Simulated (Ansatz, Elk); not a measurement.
## How far do independent atoms describe AsC2N?

The structure of AsC2N used here is made up (a known structure type with other elements) and was relaxed beforehand with PBE. The aim is the Fourier transform of its all-electron density, F(hkl), set beside the sum over free spherical atoms that refinements use.

Method: DFT, PBE, all-electron APW+lo, Dirac cores, scalar-relativistic bands, static density, no spin, in Elk 11.2.3 (patched build).

The structure was built from a prototype and need not be the compound's stable phase.

## (1) The starting structure

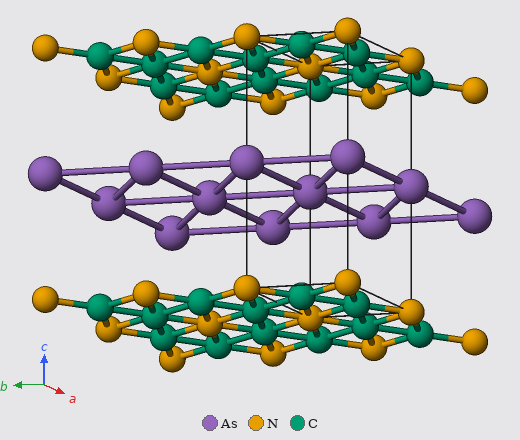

Start, viewed from a free direction; arsenic purple, nitrogen orange, carbon teal. 2×3×1 cells are drawn. Some periodic images of atoms are drawn too.

## (2) Ground state and structure factors

An all-electron density is needed, since X-rays see the cores too. Task 0 finds the density and task 195 Fourier-transforms it; tshift is off so that phases refer to the origin typed.

Input file elk.in:

```
tasks
  0
  195

xctype
  20

spinpol
  .false.

rgkmax
  7.0

gmaxvr
  14.0

lmaxo
  7

lmaxapw
  8

swidth
  0.002

tshift
  .false.

ramdisk
  .false.

hmaxvr
  5.5

maxscl
  120

epspot
  1e-06

sppath
  './'

avec
  5.79423889312 -0.00000000000 0.00000000000
  -2.89711944656 5.01795807704 -0.00000000000
  0.00000000000 -0.00000000000 15.41331032830

atoms
  3
  'As.in'
  1
  -0.0000000000 -0.0000000000 0.5000000000   0.000000 0.000000 0.000000
  'N.in'
  1
  0.0000000000 -0.0000000000 0.0000000000   0.000000 0.000000 0.000000
  'C.in'
  2
  0.6666666667 0.3333333333 0.0000000000   0.000000 0.000000 0.000000
  0.3333333333 0.6666666667 0.0000000000   0.000000 0.000000 0.000000

ngridk
  8 8 3
```

Run with:

```bash
$ OMP_NUM_THREADS=4 elk
```

Numbers of over 12 decimals in the logs are rounded to 6 here.

The log of the run:

```text
┌─────────────────────────┐
│ Elk code version 11.2.3 │
└─────────────────────────┘

All units are atomic (Hartree, Bohr, etc.)

┌─────────────────────────────────────────────────┐
│ Ground-state run starting from atomic densities │
└─────────────────────────────────────────────────┘

Lattice vectors :
   5.794238893      -0.000000000       0.000000000
  -2.897119447       5.017958077      -0.000000000
   0.000000000      -0.000000000       15.41331033

Reciprocal lattice vectors :
   1.084384925      0.6260699283       0.000000000
   0.000000000       1.252139857       0.000000000
   0.000000000       0.000000000      0.4076467140

Unit cell volume      :    448.1458180
Brillouin zone volume :   0.5535033542

Muffin-tin inner radius fraction :   0.1000000000E-01

Nuclei treated as point charges

Species : 1 (As)
 parameters loaded from : As.in
 name : arsenic
 nuclear charge    :   -33.00000000
 electronic charge :    33.00000000
 atomic mass :    136573.7220
 muffin-tin radius :    2.400000000
 number of radial points in muffin-tin :    993
 inner part over the whole radius :   0.9862024899E-02
 number on inner part of muffin-tin    :    702
 approximate nuclear radius :   0.7712558785E-04
 number of mesh points to nuclear radius :    341
 atomic positions (lattice), magnetic fields (Cartesian) :
  1 :   0.00000000  0.00000000  0.50000000    0.00000000  0.00000000  0.00000000

Species : 2 (N)
 parameters loaded from : N.in
 name : nitrogen
 nuclear charge    :   -7.000000000
 electronic charge :    7.000000000
 atomic mass :    25532.65216
 muffin-tin radius :    1.647652692
 number of radial points in muffin-tin :    593
 inner part over the whole radius :   0.9950418118E-02
 number on inner part of muffin-tin    :    406
 approximate nuclear radius :   0.4939692610E-04
 number of mesh points to nuclear radius :    171
 atomic positions (lattice), magnetic fields (Cartesian) :
  1 :   0.00000000  0.00000000  0.00000000    0.00000000  0.00000000  0.00000000

Species : 3 (C)
 parameters loaded from : C.in
 name : carbon
 nuclear charge    :   -6.000000000
 electronic charge :    6.000000000
 atomic mass :    21894.16674
 muffin-tin radius :    1.647652692
 number of radial points in muffin-tin :    593
 inner part over the whole radius :   0.9948663116E-02
 number on inner part of muffin-tin    :    405
 approximate nuclear radius :   0.4747601631E-04
 number of mesh points to nuclear radius :    167
 atomic positions (lattice), magnetic fields (Cartesian) :
  1 :  -0.33333333  0.33333333  0.00000000    0.00000000  0.00000000  0.00000000
  2 :   0.33333333 -0.33333333  0.00000000    0.00000000  0.00000000  0.00000000

Total number of atoms per unit cell :    4
Total muffin-tin volume :    114.1149681
 ratio of muffin-tin to unit cell volume :   0.2546380296

Spin treatment :
 spin-unpolarised

Number of Bravais lattice symmetries :   24
Number of crystal symmetries         :   24
Crystal has inversion symmetry
Real symmetric eigensolver will be used

k-point grid :      8     8     3
k-point offset :    0.000000000       0.000000000       0.000000000
k-point set is reduced with full crystal symmetry group
Total number of k-points :       20

Muffin-tin radius times maximum |G+k| :    7.000000000
 using average radius
Maximum |G+k| for APW functions       :    3.813177156
Maximum (1/2)|G+k|²                   :    7.270160013
Maximum |G| for potential and density :    14.00000000
Constant for pseudocharge density :    8
 order of it for each species :   15  15  15
 order of it for pair densities of each species (exact exchange by exxq0 0: 16) :   15   7   7
Radial integration step length :    1

G-vector grid sizes :     27    27    70
Number of G-vectors :    20727

Maximum angular momentum used for
 APW functions            :    8
 outer part of muffin-tin :    7
 inner part of muffin-tin :    2

Total nuclear charge    :   -52.00000000
Total core charge       :    24.00000000
Total valence charge    :    28.00000000
[...]
correlation                 :     -2.280226
 electron entropic           :    -0.85960456998061E-03
 total energy                :     -2392.9147537899

Density of states at Fermi energy :    69.26308148
 (states/Hartree/unit cell)

Estimated indirect band gap :   0.1466156539E-02
 from k-point 10 to k-point 13
Estimated direct band gap   :   0.1557725125E-01
 at k-point 9

Charges :
 core                        :    24.00000000
 valence                     :    28.00000000
 interstitial                :    5.418091298
 muffin-tins (core leakage)
  species : 1 (As)
   atom 1                    :    30.62809623     (  0.1385635236E-03)
  species : 2 (N)
   atom 1                    :    6.294760325     (  0.6662365266E-06)
  species : 3 (C)
[...]
total in muffin-tins        :    46.58190870
 total calculated charge     :    51.99969434
 total charge                :    52.00000000
 error                       :   0.3056618560E-03

RMS change in Kohn-Sham potential (target) :    2.317655940     (  0.1000000000E-05)
Absolute change in total energy (target)   :   0.1686821352     (  0.1000000000E-03)

[... loops 3 to 22 left out ...]

┌──────────────────┐
│ Loop number : 23 │
└──────────────────┘

Energies :
 Fermi                       :     0.109714
 sum of occupied eigenvalues :     -1377.9877179711
 electron kinetic            :      2441.9912123501
 core electron kinetic       :      2238.1828086965
 Coulomb                     :     -4732.4174442058
 Coulomb potential           :     -3688.6657919761
 nuclear-nuclear             :     -243.43645737168
 electron-nuclear            :     -5293.3087163359
 Hartree                     :      804.32772950179
 Madelung                    :     -2888.0845482177
 xc potential                :     -131.31313834504
 exchange                    :     -98.863128901120
 correlation                 :     -2.276996
 electron entropic           :    -0.90893594188668E-03
 total energy                :     -2391.5672653697

Density of states at Fermi energy :    76.00270116
 (states/Hartree/unit cell)

Estimated indirect band gap :   0.3601567219E-03
 from k-point 7 to k-point 17
Estimated direct band gap   :   0.8363999116E-02
 at k-point 13

Charges :
 core                        :    24.00000000
 valence                     :    28.00000000
 interstitial                :    5.583683337
 muffin-tins (core leakage)
  species : 1 (As)
[...]
species : 2 (N)
[...]
species : 3 (C)
[...]
total in muffin-tins        :    46.41631666
 total calculated charge     :    51.99971288
 total charge                :    52.00000000
 error                       :   0.2871171843E-03

RMS change in Kohn-Sham potential (target) :   0.9934119074E-06 (  0.1000000000E-05)
Absolute change in total energy (target)   :   0.1652726814E-04 (  0.1000000000E-03)

Convergence targets achieved

┌──────────────────┐
│ Loop number : 24 │
└──────────────────┘

Energies :
 Fermi                       :     0.109714
 sum of occupied eigenvalues :     -1377.9877149883
 electron kinetic            :      2441.9912133492
 core electron kinetic       :      2238.1828096682
 Coulomb                     :     -4732.4174439764
 Coulomb potential           :     -3688.6658071734
 nuclear-nuclear             :     -243.43645737168
 electron-nuclear            :     -5293.3087007526
 Hartree                     :      804.32771414796
 Madelung                    :     -2888.0845403897
 xc potential                :     -131.31312116423
 exchange                    :     -98.863129029692
 correlation                 :     -2.276996
 electron entropic           :    -0.90893405187671E-03
 total energy                :     -2391.5672642467

Density of states at Fermi energy :    76.00250488
 (states/Hartree/unit cell)

Estimated indirect band gap :   0.3601587558E-03
 from k-point 7 to k-point 17
Estimated direct band gap   :   0.8364026712E-02
 at k-point 13

Charges :
 core                        :    24.00000000
 valence                     :    28.00000000
 interstitial                :    5.583683340
 muffin-tins (core leakage)
  species : 1 (As)
[...]
species : 2 (N)
   atom 1                    :    5.976838506     (  0.6761833506E-06)
  species : 3 (C)
   atom 1                    :    4.671005627     (  0.1339832768E-04)
   atom 2                    :    4.671005627     (  0.1339832768E-04)
 total in muffin-tins        :    46.41631666
 total calculated charge     :    51.99971288
 total charge                :    52.00000000
 error                       :   0.2871170325E-03

┌──────────────────────────────┐
│ Self-consistent loop stopped │
└──────────────────────────────┘

Warning : core states of species 1 leak from the muffin-tin :   0.1367306184E-03

Wrote STATE.OUT
```

Elapsed: 20 s, on 4 threads of Arm Neoverse V2, shared host; peak memory 0.16 GiB; 55 s of CPU time.

SFACRHO.OUT:

```text

h k l indices transformed by vhmat matrix:
   1.000000000       0.000000000       0.000000000    
   0.000000000       1.000000000       0.000000000    
   0.000000000       0.000000000       1.000000000    

      h      k      l  multipl.   |H|            Re(F)            Im(F)           |F|

      0      0      0      1   0.0000000       52.000000      0.65472685E-16   52.000000    
      0      0      1      2  0.40764671      -13.975529      0.35021732E-14   13.975529    
      0      0     -2      2  0.81529343       44.972893      0.71896397E-14   44.972893    
      0      0     -3      2   1.2229401      -14.317246     -0.10149774E-13   14.317246    
     -1      1      0      6   1.2521399       27.695650      -0.0000000       27.695650    
      1     -1     -1     12   1.3168258      -25.231589     -0.31096363E-14   25.231589    
      1     -1     -2     12   1.4941746       26.200288      0.62192726E-14   26.200288    
      0      0     -4      2   1.6305869       34.512972      0.12531977E-13   34.512972    
      1     -1     -3     12   1.7502676      -23.069499     -0.85514998E-14   23.069499    
      0      0      5      2   2.0382336      -14.394440     -0.64618828E-13   14.394440    
      1     -1      4     12   2.0558861       23.037693     -0.11661136E-13   23.037693    
      2     -1      0      6   2.1687698       29.518986      0.38338628E-16   29.518986    
      1     -2     -1     12   2.2067484      -14.210199     -0.59598589E-15   14.210199    
      2     -1     -2     12   2.3169519       28.341116      0.52565021E-14   28.341116    
      0      1      5     12   2.3921226      -20.339643     -0.60832260E-13   20.339643    
      0      0     -6      2   2.4458803       27.326205      0.15330641E-13   27.326205    
      2     -1      3     12   2.4898083      -13.758176      0.74887925E-14   13.758176    
      0     -2      0      6   2.5042797       21.009330     -0.38870454E-15   21.009330
```

Elk indexes on the primitive cell of elk.in and gives |H| = 4π sin θ/λ in inverse bohr. Below, one row stands for each form hkl of the conventional cell (m members, Friedel mates merged), F is for one primitive cell and the density is static (no thermal factor). Free-atom factors are Waasmaier and Kirfel's, and R is Σm||F|−|F'||/Σm|F|.

| hkl | m | sin θ/λ (Å⁻¹) | abs F, DFT | neutral atoms | diff. |
| --- | --- | --- | --- | --- | --- |
| 001 | 2 | 0.061 | 13.976 | 14.011 | -0.035 |
| 002 | 2 | 0.123 | 44.973 | 44.851 | +0.122 |
| 003 | 2 | 0.184 | 14.317 | 14.475 | -0.157 |
| 100 | 6 | 0.188 | 27.696 | 27.715 | -0.019 |
| 101 | 12 | 0.198 | 25.232 | 25.296 | -0.065 |
| 102 | 12 | 0.225 | 26.200 | 26.235 | -0.034 |
| 004 | 2 | 0.245 | 34.513 | 34.447 | +0.066 |
| 103 | 12 | 0.263 | 23.070 | 23.109 | -0.039 |
| 005 | 2 | 0.306 | 14.394 | 14.483 | -0.089 |
| 104 | 12 | 0.309 | 23.038 | 23.143 | -0.105 |
| 110 | 6 | 0.326 | 29.519 | 29.505 | +0.014 |
| 111 | 12 | 0.332 | 14.210 | 14.279 | -0.069 |
| 112 | 12 | 0.348 | 28.341 | 28.365 | -0.024 |
| 105 | 12 | 0.360 | 20.340 | 20.346 | -0.006 |

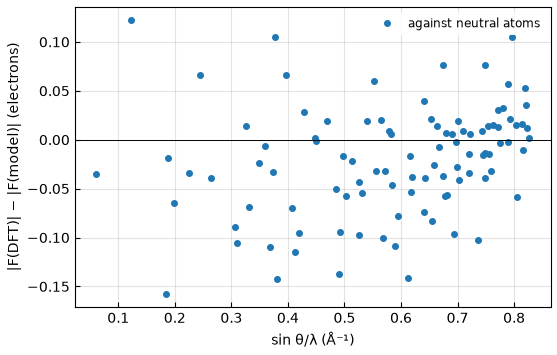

Difference between the calculated structure factors and the independent-atom ones.

## (3) The highest occupied states alone

An energy window below the Fermi level keeps the highest occupied states, to see at which angles they scatter; shallow core shells can lie inside it and anion s states outside. No new self-consistency is needed.

elk.in, as its differences from that of step 2:

```diff
@@ -1,3 +1,2 @@
 tasks
-  0
   195
@@ -40,2 +39,5 @@
 
+wsfac
+  -0.257780 0.409710
+
 sppath
```

Run with:

```bash
$ OMP_NUM_THREADS=4 elk
```

The log of the run:

```text
┌─────────────────────────────────┐
│ Elk code version 11.2.3 started │
└─────────────────────────────────┘

Info(readinput): the functional depends on the density's gradient
 muffin-tin radial points multiplied by    2.00000
 (not where nrmtscf is given)

┌────────────────────┐
│ Current task : 195 │
└────────────────────┘
Info(checkmt): changed muffin-tin radius of species 2 (N) from   1.8000 to   1.6477
Info(checkmt): changed muffin-tin radius of species 3 (C) from   1.8000 to   1.6477

Info(sfacrho): density structure factors written to SFACRHO.OUT

 Energy window :  -0.2577800000      0.4097100000

┌──────────────────┐
│ Elk code stopped │
└──────────────────┘
```

Elapsed: 4.8 s, on 4 threads; peak memory 0.16 GiB; 5.7 s of CPU time.

States within 10 eV below the Fermi level hold 11.84 electrons; any levels below the window count with the cores, and a count that is not whole means the window cuts a band. Their amplitudes can exceed the total, where window and core parts have opposite phase:

| hkl | sin θ/λ (Å⁻¹) | abs F, window | abs F, all |
| --- | --- | --- | --- |
| 001 | 0.061 | 3.716 | 13.976 |
| 002 | 0.123 | 7.247 | 44.973 |
| 003 | 0.184 | 2.635 | 14.317 |
| 100 | 0.188 | 1.238 | 27.696 |
| 101 | 0.198 | 0.126 | 25.232 |
| 102 | 0.225 | 0.774 | 26.200 |
| 004 | 0.245 | 1.972 | 34.513 |
| 103 | 0.263 | 0.325 | 23.070 |
| 005 | 0.306 | 0.927 | 14.394 |
| 104 | 0.309 | 0.195 | 23.038 |

(Part 1 of 2 ends here.)

[Logs are printed without paths, hosts, clocks, repeated set-up lines and the standing remarks that a program may print on its own settings, such as how far it seeks lower states.]

[Hosts, paths, dates, database ids (printed as entryN), source tags and the programs' standing remarks are cut or masked in the printed files.]
